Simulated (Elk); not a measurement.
# Magnetic state of Cr (Chromium) from several starts, part 3 of 3

A self-consistent run ends on one state, which hangs on the start. Several orders of Cr (Chromium) are started in Elk and their energies compared.

Elk 11.2.3 (patched build); PBE; all-electron APW+lo, Dirac cores, scalar-relativistic bands.

So far. Step 5 (Start 4: no spin polarisation): It ends in the same state without moments as the first start; the 0.0011 meV between them is numerical noise. Step 6 (A faulty input): Task 1 goes on from a saved state; a fresh run is task 0.

### Step 8. Spin–orbit coupling

Level of this step: PBE; all-electron APW+lo, Dirac cores, scalar-relativistic bands with second-variational spin-orbit coupling (Elk).

Orbital moments arise only with spin–orbit coupling, and measured moments hold them.

The run goes on from the saved lowest state, with the moments along the z axis of the cell.

Contents of elk.in:

```
tasks
  1
  15

xctype
  20

reducebf
  0.5

epsengy
  1e-05

maxscl
  100

rgkmax
  7.0

nempty
  12

swidth
  0.003

lmaxi
  3

spinpol
  .true.

spinorb
  .true.

cmagz
  .true.

sppath
  './'

avec
  -5.44978117081 5.44978117081 5.44978117081
  0.00000000000 0.00000000000 5.44978117081
  0.00000000000 5.44978117081 0.00000000000

atoms
  1
  'Cr.in'
  2
  0.0000000000 0.0000000000 0.0000000000   0.000000 0.000000 -0.000187
  0.5000000000 0.0000000000 0.0000000000   0.000000 0.000000 0.000187

ngridk
  6 12 12
```

Command:

```console
> OMP_NUM_THREADS=2 elk
```

Numbers of over 12 decimals in the logs are rounded to 6 here.

Output:

```text
Warning(chksvso): spin-orbit splittings by the second variation are low [figures from our tests cut]: local-orbitals by j (lorbdm 7 and 8, zora) mend levels alone

--- INFO.OUT ---
┌─────────────────────────┐
│ Elk code version 11.2.3 │
└─────────────────────────┘

All units are atomic (Hartree, Bohr, etc.)

┌──────────────────────────────────────────┐
│ Ground-state run resuming from STATE.OUT │
└──────────────────────────────────────────┘

Lattice vectors :
  -5.449781171       5.449781171       5.449781171
   0.000000000       0.000000000       5.449781171
   0.000000000       5.449781171       0.000000000

Species : 1 (Cr)
 parameters loaded from : Cr.in
 name : chromium
 nuclear charge    :   -24.00000000
 electronic charge :    24.00000000
 atomic mass :    94783.09202
 muffin-tin radius :    2.334824469
 number of radial points in muffin-tin :    993
 inner part over the whole radius :   0.9938561239E-02
 number on inner part of muffin-tin    :    699
 approximate nuclear radius :   0.6987106690E-04
 number of mesh points to nuclear radius :    329
 atomic positions (lattice), magnetic fields (Cartesian) :
  1 :   0.00000000  0.00000000  0.00000000    0.00000000  0.00000000  0.00000000
  2 :   0.50000000  0.00000000  0.00000000    0.00000000  0.00000000  0.00000000

Total number of atoms per unit cell :    2
Total muffin-tin volume :    106.6304675
 ratio of muffin-tin to unit cell volume :   0.6587856359

Spin treatment :
 spin-polarised
 spin-orbit coupling
 global magnetic field (Cartesian) :    0.000000000       0.000000000       0.000000000
 collinear magnetisation in z-direction

Number of Bravais lattice symmetries :   48
Number of crystal symmetries         :   16
Crystal has inversion symmetry
Real symmetric eigensolver will be used

k-point grid :      6    12    12
k-point offset :    0.000000000       0.000000000       0.000000000
k-point set is reduced with full crystal symmetry group
Total number of k-points :      100

Muffin-tin radius times maximum |G+k| :    7.000000000
 using average radius
Maximum |G+k| for APW functions       :    2.998084049
Maximum (1/2)|G+k|²                   :    4.494253983
Maximum |G| for potential and density :    12.00000000
Constant for pseudocharge density :    7
 order of it for each species :   14
 order of it for pair densities of each species (exact exchange by exxq0 0: 14) :   10
Radial integration step length :    1

G-vector grid sizes :     40    21    21
Number of G-vectors :     4729

Maximum angular momentum used for
 APW functions            :    8
 outer part of muffin-tin :    6
 inner part of muffin-tin :    3

Number of empty states         :     24
Total number of valence states :     78
Total number of core states    :     20

Third-order local-orbitals added for an l without core states : T
Total number of local-orbitals :     46

Exchange-correlation functional :     20     0     0
 Perdew-Burke-Ernzerhof, Phys. Rev. Lett. 77, 3865 (1996)
 gradient requirement :    1
 generalised gradient approximation (GGA)

Smearing type :    3
 Fermi-Dirac
Smearing width :   0.3000000000E-02
Effective electronic temperature (K) :    947.3250744

Mixing type :    3
 Broyden mixing, J. Phys. A: Math. Gen. 17, L317 (1984)

Potential read in from STATE.OUT

┌──────────────────────────────┐
│ Self-consistent loop started │
└──────────────────────────────┘

[... earlier loops left out ...]

┌──────────────────┐
│ Loop number : 16 │
└──────────────────┘

Energies :
 Fermi                       :     0.373797
 sum of occupied eigenvalues :     -1220.8866987772
 electron kinetic            :      2125.8835745863
 core electron kinetic       :      1925.4953407966
 Coulomb                     :     -4130.0556297106
 Coulomb potential           :     -3220.1878502071
 nuclear-nuclear             :     -384.63901597461
 electron-nuclear            :     -4286.4747787149
 Hartree                     :      541.05816497890
 Madelung                    :     -2519.9617046070
 xc potential                :     -126.53150042819
 xc effective B-field        :    -0.50922738761628E-01
 external B-field            :      0.000000
 exchange                    :     -95.417129532133
 correlation                 :     -2.185816
 electron entropic           :    -0.54521611951121E-03
 total energy                :     -2101.7755453765
 (external B-field energy excluded from total)

Density of states at Fermi energy :    16.12004198
 (states/Hartree/unit cell)

Estimated indirect band gap :   0.6793145919E-02
 from k-point 41 to k-point 24
Estimated direct band gap   :   0.9177454741E-02
 at k-point 41

Charges :
 core                        :    20.00000000
 valence                     :    28.00000000
 interstitial                :    2.361476951
 muffin-tins (core leakage)
  species : 1 (Cr)
   atom 1                    :    22.81926152     ( -0.2218885111E-06)
   atom 2                    :    22.81926152     ( -0.2218885111E-06)
 total in muffin-tins        :    45.63852305
 total calculated charge     :    47.99986533
 total charge                :    48.00000000
 error                       :   0.1346729986E-03

Moments :
 interstitial                :   0.7882200964E-19
 muffin-tins
  species : 1 (Cr)
   atom 1                    :    1.147184449
   atom 2                    :   -1.147184449
 total in muffin-tins        :  -0.2220446049E-15
 total moment                :  -0.2219657829E-15

┌──────────────────────────────┐
│ Self-consistent loop stopped │
└──────────────────────────────┘

Wrote STATE.OUT
```

It took 3.6 min on 2 threads of Arm Neoverse V1, shared host; peak memory 0.16 GiB.

Spin moment in the muffin-tin sphere by atom:

```csv
atom,spin moment in the muffin-tin sphere (μB)
Cr1,1.15
Cr2,-1.15
```

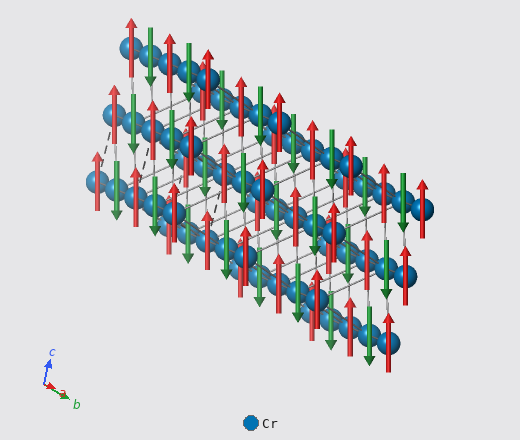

Spin moment in the muffin-tin sphere as arrows, the longest 1.15 μB. Up and down stand for the sign. Arrows give size and sign along the axis of quantisation, drawn up and down the page. The two directions have two colours. 2×3×2 cells are drawn. Some periodic images of atoms are drawn too.

Read from the output:

| Property | Result |
| --- | --- |
| density of states at the Fermi level | 0.5924 states/eV/cell |
| moment between the spheres | 0 μB |
| magnetization | 0 μB |
| final state | antiferromagnetic |

Orbital moment <L> in the sphere by atom:

```csv
atom,x (μB),y (μB),z (μB),size
Cr1,0.0000,0.0000,-0.0075,0.0075
Cr2,0.0000,0.0000,0.0075,0.0075
```

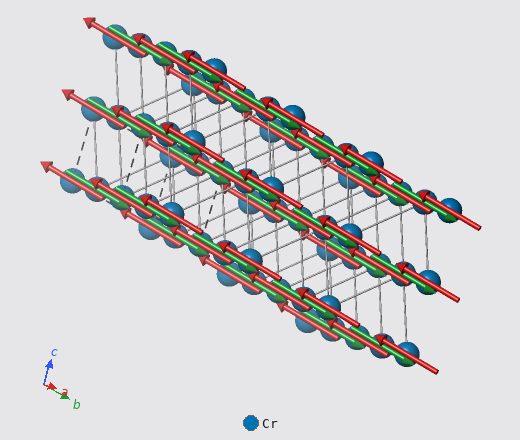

Orbital moment <L> in the sphere as arrows, the longest 0.0075 μB. The two directions have two colours. 2×3×2 cells are drawn. Some periodic images of atoms are drawn too.

### Step 9. Summary of results

| Property | Result |
| --- | --- |
| lowest state found | antiferromagnetic (typed antiferro q=(1/2,1/2,1/2) +-) |
| largest site moment | 1.15 μB |
| next state | non-magnetic, 17.7 meV a seeded atom higher |
| energy gained by spin polarisation | 18.0 meV a seeded atom |
| with spin–orbit coupling: largest spin moment and its orbital moment | 1.15 and -0.00755 μB |

What this shows: The lowest state found is antiferromagnetic, reached from the start antiferro q=(1/2,1/2,1/2) +-, with moments up to 1.15 μB. Spin polarisation gains little. 2 starts left the typed pattern (a sign turned or a seeded moment died), so such an energy belongs to the state reached, not the one typed. The orbital moment is almost quenched. This is the lowest of 4 finished starts, no proof of the ground state.

[Logs and program files are shortened in this print: banners, set-up blocks, solver, clock and traceback lines can be left out without a mark of their own.]

[Logs are printed without paths, hosts, clocks, repeated set-up lines and the standing remarks that a program may print on its own settings, such as how far it seeks lower states.]

[Hosts, paths, dates, database ids (printed as entryN), source tags and the programs' standing remarks are cut or masked in the printed files.]

[Where a cell is said to come from a database of computed structures, the database is the Materials Project.]
